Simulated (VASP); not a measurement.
Band structure of SiSnPt5 (space group P4/mmm). These are LDA (Ceperley-Alder, Perdew-Zunger), VASP's LDA PAW potentials (set 64) (plane waves; VASP) values and carry that method's errors.

Unless said otherwise, spin-orbit coupling is left out, though it shifts the bands of the heavy elements here.

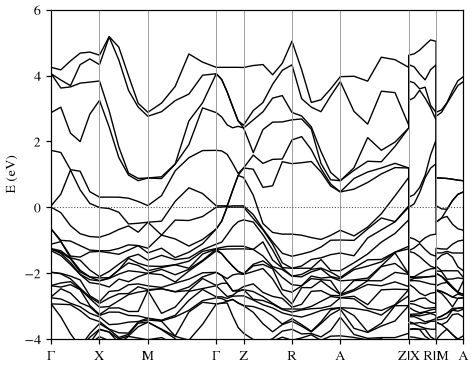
Figure. Bands along high-symmetry lines, zero at the valence-band maximum or, without a gap, the Fermi level

Task: Read the plot: is there a gap, and where are the band edges?

Result: It has no gap at this level: it comes out as a metal or semimetal.

The structure comes from a computed database's SiSnPt5 entry (P4/mmm); how it stands against other phases isn't given here. The cell was not relaxed at this level. The k-mesh is coarse (spacing up to 0.31 per Å, 2π included), so the numbers may not be converged in it.
